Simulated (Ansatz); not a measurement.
Molecular dynamics of GeH₂Se₂Cl₂ (part 2 of 2)

GeH₂Se₂Cl₂, SMILES [Cl][Ge]([Cl])([SeH])[SeH]; RKS revPBE-d4/def2-SVP (Ansatz 0.2.0). The geometry comes from this level: PBE0-D4/def2-TZVP.

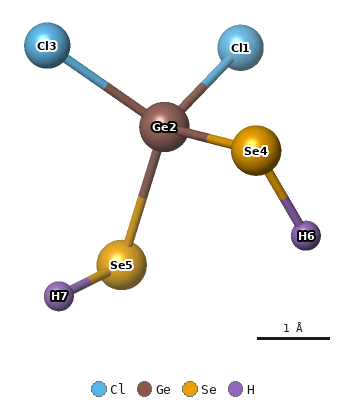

**Figure 1.** The geometry at step 20 of the log (ball-and-stick view, seen at a tilt; atoms are numbered from 1 in the order of the input).

## Trajectory as extended XYZ, continued
```
7
Properties=species:S:1:pos:R:3:forces:R:3 step=9 time_fs=9.0 energy=-212249.20290 temperature=138.6
Cl   -0.5383   -2.4108   -0.4849   -0.2421  -0.6505  -0.2057
Ge    0.1657   -0.5172    0.2317   -0.6274   0.3419  -1.2401
Cl    1.4884   -0.8690    1.8057    1.0486  -0.2700   1.3163
Se   -1.5342    0.7657    1.1420   -0.8068   0.6410  -0.1744
Se    1.2033    0.3866   -1.6582    0.3092   0.5667   0.0421
H    -2.1591    1.1528   -0.1961    0.4178  -0.2987   0.5771
H     1.5960    1.5995   -0.8448   -0.0993  -0.3303  -0.3153
7
Properties=species:S:1:pos:R:3:forces:R:3 step=10 time_fs=10.0 energy=-212249.19761 temperature=130.3
Cl   -0.5379   -2.4095   -0.4863   -0.2401  -0.6422  -0.1983
Ge    0.1663   -0.5162    0.2337   -0.6664   0.3304  -1.3240
Cl    1.4875   -0.8685    1.8041    1.0971  -0.2846   1.3741
Se   -1.5341    0.7648    1.1414   -0.8063   0.6564  -0.1250
Se    1.2026    0.3857   -1.6582    0.2931   0.4992   0.0069
H    -2.1480    1.1700   -0.1938    0.4022  -0.3035   0.5418
H     1.6101    1.5863   -0.8424   -0.0796  -0.2558  -0.2755
7
Properties=species:S:1:pos:R:3:forces:R:3 step=11 time_fs=11.0 energy=-212249.19822 temperature=130.8
Cl   -0.5376   -2.4083   -0.4877   -0.2372  -0.6305  -0.1898
Ge    0.1669   -0.5151    0.2355   -0.6977   0.3141  -1.3932
Cl    1.4869   -0.8680    1.8029    1.1373  -0.2972   1.4205
Se   -1.5342    0.7639    1.1409   -0.7584   0.6367   0.0203
Se    1.2019    0.3849   -1.6582    0.2565   0.3804  -0.0661
H    -2.1331    1.1842   -0.1863    0.3391  -0.2735   0.4066
H     1.6234    1.5707   -0.8428   -0.0397  -0.1300  -0.1984
7
Properties=species:S:1:pos:R:3:forces:R:3 step=12 time_fs=12.0 energy=-212249.19978 temperature=132.8
Cl   -0.5374   -2.4074   -0.4892   -0.2335  -0.6157  -0.1803
Ge    0.1674   -0.5140    0.2371   -0.7206   0.2934  -1.4467
Cl    1.4865   -0.8677    1.8020    1.1686  -0.3077   1.4548
Se   -1.5344    0.7631    1.1404   -0.6705   0.5814   0.2512
Se    1.2013    0.3841   -1.6582    0.2037   0.2283  -0.1656
H    -2.1150    1.1959   -0.1750    0.2361  -0.2084   0.1820
H     1.6363    1.5537   -0.8450    0.0162   0.0287  -0.0953
7
Properties=species:S:1:pos:R:3:forces:R:3 step=13 time_fs=13.0 energy=-212249.19742 temperature=129.2
Cl   -0.5372   -2.4066   -0.4907   -0.2287  -0.5981  -0.1702
Ge    0.1678   -0.5128    0.2385   -0.7343   0.2688  -1.4839
Cl    1.4865   -0.8674    1.8016    1.1905  -0.3159   1.4766
Se   -1.5346    0.7624    1.1399   -0.5572   0.4966   0.5419
Se    1.2006    0.3834   -1.6582    0.1434   0.0701  -0.2736
H    -2.0946    1.2056   -0.1619    0.1075  -0.1141  -0.1060
H     1.6494    1.5371   -0.8481    0.0788   0.1925   0.0152
7
Properties=species:S:1:pos:R:3:forces:R:3 step=14 time_fs=14.0 energy=-212249.18999 temperature=118.2
Cl   -0.5371   -2.4060   -0.4923   -0.2231  -0.5781  -0.1597
Ge    0.1681   -0.5116    0.2397   -0.7385   0.2410  -1.5048
Cl    1.4868   -0.8672    1.8015    1.2025  -0.3217   1.4860
Se   -1.5350    0.7618    1.1394   -0.4419   0.3980   0.8440
Se    1.2000    0.3826   -1.6583    0.0893  -0.0604  -0.3664
H    -2.0731    1.2142   -0.1498   -0.0232  -0.0061  -0.4085
H     1.6633    1.5223   -0.8511    0.1348   0.3273   0.1094
7
Properties=species:S:1:pos:R:3:forces:R:3 step=15 time_fs=15.0 energy=-212249.18167 temperature=106.1
Cl   -0.5371   -2.4055   -0.4939   -0.2165  -0.5561  -0.1492
Ge    0.1684   -0.5104    0.2408   -0.7327   0.2107  -1.5098
Cl    1.4875   -0.8670    1.8019    1.2046  -0.3252   1.4832
Se   -1.5353    0.7612    1.1391   -0.3550   0.3113   1.0876
Se    1.1994    0.3819   -1.6584    0.0566  -0.1313  -0.4209
H    -2.0519    1.2227   -0.1416   -0.1258   0.0900  -0.6549
H     1.6785    1.5106   -0.8530    0.1689   0.4007   0.1639
7
Properties=species:S:1:pos:R:3:forces:R:3 step=16 time_fs=16.0 energy=-212249.17918 temperature=102.8
Cl   -0.5371   -2.4052   -0.4956   -0.2090  -0.5326  -0.1387
Ge    0.1685   -0.5092    0.2416   -0.7169   0.1781  -1.4996
Cl    1.4885   -0.8670    1.8026    1.1966  -0.3263   1.4685
Se   -1.5357    0.7606    1.1389   -0.3234   0.2658   1.2012
Se    1.1989    0.3811   -1.6586    0.0569  -0.1240  -0.4226
H    -2.0318    1.2321   -0.1397   -0.1736   0.1451  -0.7728
H     1.6953    1.5028   -0.8533    0.1694   0.3938   0.1640
7
Properties=species:S:1:pos:R:3:forces:R:3 step=17 time_fs=17.0 energy=-212249.18599 temperature=113.1
Cl   -0.5372   -2.4050   -0.4973   -0.2006  -0.5077  -0.1284
Ge    0.1685   -0.5079    0.2422   -0.6915   0.1435  -1.4751
Cl    1.4898   -0.8671    1.8038    1.1789  -0.3250   1.4423
Se   -1.5362    0.7600    1.1388   -0.3568   0.2809   1.1444
Se    1.1983    0.3803   -1.6588    0.0934  -0.0409  -0.3724
H    -2.0134    1.2429   -0.1452   -0.1566   0.1398  -0.7213
H     1.7137    1.4987   -0.8521    0.1333   0.3093   0.1105
7
Properties=species:S:1:pos:R:3:forces:R:3 step=18 time_fs=18.0 energy=-212249.19881 temperature=132.4
Cl   -0.5373   -2.4050   -0.4991   -0.1914  -0.4816  -0.1183
Ge    0.1684   -0.5066    0.2427   -0.6571   0.1067  -1.4370
Cl    1.4914   -0.8672    1.8053    1.1516  -0.3212   1.4050
Se   -1.5367    0.7595    1.1389   -0.4421   0.3550   0.9315
Se    1.1977    0.3796   -1.6591    0.1593   0.0952  -0.2857
H    -1.9965    1.2550   -0.1576   -0.0876   0.0757  -0.5146
H     1.7334    1.4976   -0.8499    0.0674   0.1703   0.0191
7
Properties=species:S:1:pos:R:3:forces:R:3 step=19 time_fs=19.0 energy=-212249.21042 temperature=150.1
Cl   -0.5375   -2.4051   -0.5008   -0.1816  -0.4543  -0.1083
Ge    0.1682   -0.5053    0.2429   -0.6146   0.0674  -1.3859
Cl    1.4933   -0.8674    1.8072    1.1150  -0.3150   1.3569
Se   -1.5373    0.7591    1.1391   -0.5505   0.4669   0.6233
Se    1.1972    0.3788   -1.6594    0.2408   0.2510  -0.1859
H    -1.9804    1.2679   -0.1749    0.0051  -0.0264  -0.2135
H     1.7537    1.4981   -0.8474   -0.0142   0.0104  -0.0867
7
Properties=species:S:1:pos:R:3:forces:R:3 step=20 time_fs=20.0 energy=-212249.21583 temperature=158.8
Cl   -0.5377   -2.4053   -0.5027   -0.1713  -0.4258  -0.0980
Ge    0.1680   -0.5039    0.2430   -0.5649   0.0254  -1.3225
Cl    1.4956   -0.8677    1.8095    1.0698  -0.3063   1.2986
Se   -1.5379    0.7587    1.1394   -0.6526   0.5877   0.2953
Se    1.1966    0.3780   -1.6597    0.3218   0.3943  -0.0961
H    -1.9643    1.2806   -0.1943    0.0926  -0.1378   0.1060
H     1.7740    1.4987   -0.8458   -0.0956  -0.1374  -0.1833
7
Properties=species:S:1:pos:R:3:forces:R:3 step=21 time_fs=21.0 energy=-212249.21568 temperature=159.3
Cl   -0.5380   -2.4056   -0.5045   -0.1606  -0.3961  -0.0874
Ge    0.1677   -0.5026    0.2429   -0.5090  -0.0198  -1.2475
Cl    1.4981   -0.8682    1.8122    1.0167  -0.2950   1.2306
Se   -1.5386    0.7583    1.1397   -0.7284   0.6921   0.0092
Se    1.1962    0.3773   -1.6600    0.3883   0.5010  -0.0338
H    -1.9472    1.2919   -0.2127    0.1555  -0.2336   0.3818
H     1.7933    1.4980   -0.8459   -0.1625  -0.2486  -0.2530
7
Properties=species:S:1:pos:R:3:forces:R:3 step=22 time_fs=22.0 energy=-212249.21484 temperature=158.8
Cl   -0.5383   -2.4061   -0.5064   -0.1497  -0.3651  -0.0763
Ge    0.1673   -0.5013    0.2426   -0.4478  -0.0684  -1.1615
Cl    1.5009   -0.8686    1.8152    0.9565  -0.2815   1.1538
Se   -1.5394    0.7581    1.1400   -0.7694   0.7642  -0.1974
Se    1.1957    0.3767   -1.6604    0.4299   0.5567  -0.0093
H    -1.9287    1.3010   -0.2274    0.1852  -0.2975   0.5758
H     1.8112    1.4949   -0.8485   -0.2048  -0.3084  -0.2851
7
Properties=species:S:1:pos:R:3:forces:R:3 step=23 time_fs=23.0 energy=-212249.21850 temperature=165.0
Cl   -0.5387   -2.4066   -0.5082   -0.1386  -0.3330  -0.0647
Ge    0.1668   -0.5000    0.2422   -0.3822  -0.1203  -1.0657
Cl    1.5040   -0.8692    1.8185    0.8903  -0.2658   1.0690
Se   -1.5403    0.7579    1.1402   -0.7746   0.7955  -0.3064
Se    1.1954    0.3761   -1.6607    0.4403   0.5551  -0.0269
H    -1.9083    1.3072   -0.2367    0.1809  -0.3212   0.6697
H     1.8270    1.4888   -0.8538   -0.2161  -0.3103  -0.2751
7
Properties=species:S:1:pos:R:3:forces:R:3 step=24 time_fs=24.0 energy=-212249.22878 temperature=181.1
Cl   -0.5391   -2.4073   -0.5101   -0.1274  -0.3000  -0.0526
Ge    0.1663   -0.4986    0.2416   -0.3129  -0.1753  -0.9611
Cl    1.5073   -0.8698    1.8221    0.8189  -0.2483   0.9776
Se   -1.5412    0.7579    1.1405   -0.7476   0.7828  -0.3116
Se    1.1950    0.3756   -1.6611    0.4168   0.4971  -0.0858
H    -1.8862    1.3104   -0.2395    0.1460  -0.3013   0.6571
H     1.8408    1.4798   -0.8617   -0.1938  -0.2550  -0.2236
7
Properties=species:S:1:pos:R:3:forces:R:3 step=25 time_fs=25.0 energy=-212249.24352 temperature=203.8
Cl   -0.5395   -2.4080   -0.5121   -0.1162  -0.2662  -0.0401
Ge    0.1658   -0.4974    0.2409   -0.2408  -0.2328  -0.8493
Cl    1.5109   -0.8705    1.8260    0.7436  -0.2292   0.8809
Se   -1.5423    0.7579    1.1407   -0.6937   0.7257  -0.2134
Se    1.1947    0.3752   -1.6614    0.3608   0.3898  -0.1805
H    -1.8627    1.3107   -0.2361    0.0858  -0.2374   0.5384
H     1.8528    1.4683   -0.8718   -0.1395  -0.1499  -0.1361
7
Properties=species:S:1:pos:R:3:forces:R:3 step=26 time_fs=26.0 energy=-212249.25731 temperature=225.0
Cl   -0.5400   -2.4088   -0.5140   -0.1051  -0.2320  -0.0274
Ge    0.1652   -0.4961    0.2401   -0.1666  -0.2920  -0.7317
Cl    1.5146   -0.8713    1.8301    0.6654  -0.2090   0.7802
Se   -1.5435    0.7581    1.1409   -0.6204   0.6277  -0.0207
Se    1.1945    0.3748   -1.6618    0.2792   0.2484  -0.2996
H    -1.8384    1.3088   -0.2274    0.0076  -0.1327   0.3231
H     1.8635    1.4554   -0.8831   -0.0601  -0.0104  -0.0238
7
Properties=species:S:1:pos:R:3:forces:R:3 step=27 time_fs=27.0 energy=-212249.26461 temperature=236.6
Cl   -0.5405   -2.4096   -0.5160   -0.0939  -0.1977  -0.0147
Ge    0.1646   -0.4949    0.2392   -0.0915  -0.3517  -0.6103
Cl    1.5185   -0.8721    1.8344    0.5851  -0.1879   0.6769
Se   -1.5447    0.7583    1.1411   -0.5377   0.4986   0.2424
Se    1.1943    0.3744   -1.6622    0.1860   0.0969  -0.4256
H    -1.8139    1.3055   -0.2157   -0.0783   0.0027   0.0356
H     1.8735    1.4424   -0.8948    0.0304   0.1391   0.0956
7
Properties=species:S:1:pos:R:3:forces:R:3 step=28 time_fs=28.0 energy=-212249.26349 temperature=235.8
Cl   -0.5410   -2.4105   -0.5179   -0.0829  -0.1638  -0.0023
Ge    0.1640   -0.4937    0.2382   -0.0164  -0.4106  -0.4872
Cl    1.5227   -0.8730    1.8390    0.5037  -0.1664   0.5727
Se   -1.5460    0.7585    1.1413   -0.4586   0.3581   0.5288
Se    1.1941    0.3741   -1.6627    0.1012  -0.0335  -0.5359
H    -1.7901    1.3023   -0.2037   -0.1591   0.1489  -0.2756
H     1.8839    1.4306   -0.9055    0.1120   0.2673   0.1994
7
Properties=species:S:1:pos:R:3:forces:R:3 step=29 time_fs=29.0 energy=-212249.25760 temperature=228.0
Cl   -0.5415   -2.4115   -0.5199   -0.0719  -0.1306   0.0097
Ge    0.1634   -0.4926    0.2371    0.0574  -0.4673  -0.3646
Cl    1.5269   -0.8739    1.8437    0.4220  -0.1446   0.4688
Se   -1.5474    0.7588    1.1416   -0.3967   0.2356   0.7680
Se    1.1940    0.3737   -1.6632    0.0472  -0.1119  -0.6084
H    -1.7679    1.3005   -0.1942   -0.2207   0.2760  -0.5388
H     1.8954    1.4215   -0.9143    0.1628   0.3429   0.2654
7
Properties=species:S:1:pos:R:3:forces:R:3 step=30 time_fs=30.0 energy=-212249.25388 temperature=223.2
Cl   -0.5421   -2.4125   -0.5218   -0.0611  -0.0985   0.0211
Ge    0.1628   -0.4915    0.2360    0.1285  -0.5204  -0.2447
Cl    1.5313   -0.8749    1.8485    0.3406  -0.1229   0.3665
Se   -1.5488    0.7592    1.1419   -0.3618   0.1627   0.8848
Se    1.1938    0.3734   -1.6638    0.0410  -0.1179  -0.6289
H    -1.7477    1.3013   -0.1899   -0.2531   0.3516  -0.6778
H     1.9084    1.4156   -0.9206    0.1660   0.3455   0.2790
```

The run was set up as follows.

## The input
```yaml
crystal:
  periodic: [false, false, false]
  atoms:
    - {symbol: Cl, position_ang: [-0.544415, -2.430381, -0.475106]}
    - {symbol: Ge, position_ang: [0.156658, -0.524489, 0.208248]}
    - {symbol: Cl, position_ang: [1.507543, -0.876556, 1.833694]}
    - {symbol: Se, position_ang: [-1.537255, 0.776734, 1.147891]}
    - {symbol: Se, position_ang: [1.211008, 0.396518, -1.658705]}
    - {symbol: H, position_ang: [-2.183664, 0.934659, -0.163022]}
    - {symbol: H, position_ang: [1.451426, 1.655516, -0.938700]}
basis:
  gaussian: {orbitals: def2-SVP}
hamiltonian: {xc: {name: revPBE}, dispersion: d4}
md: {timestep: 1 fs, n_steps: 30, ensemble: nvt_nose_hoover, temperature: 300, initial_velocities: maxwell_boltzmann, seed: 60}
```

Launched with:
```bash
ansatz run in.yaml --threads 4 --pin off --events-out ev --progress --plain --max-ram 11315MiB
```

## Key numbers

- outcome: finished
- mean temperature over the second half: 174 K
- trajectory: 30 steps, 30 fs
- ensemble: nvt_nose_hoover
- temperature in the input: 300 K
- time step: 1 fs
- potential energy (last step): −212249.2539 eV
- mean-field energy (last step): −212248.5173 eV
- dispersion energy (last step): −0.7367 eV
- SCF solution under orbital rotations (last step): stable
- largest force (length of the vector) (last step): 0.970 eV/Å
- dipole moment (last step): 2.33 D
- hardware: 4 threads of AMD EPYC, 31 GiB of memory available, shared host
- wall time: 80 s (CPU time 5 min)
- peak memory: 0.27 GiB

So short a trajectory is not equilibrated. The temperature stays far from the 300 K of the thermostat over the second half: the run isn't equilibrated.
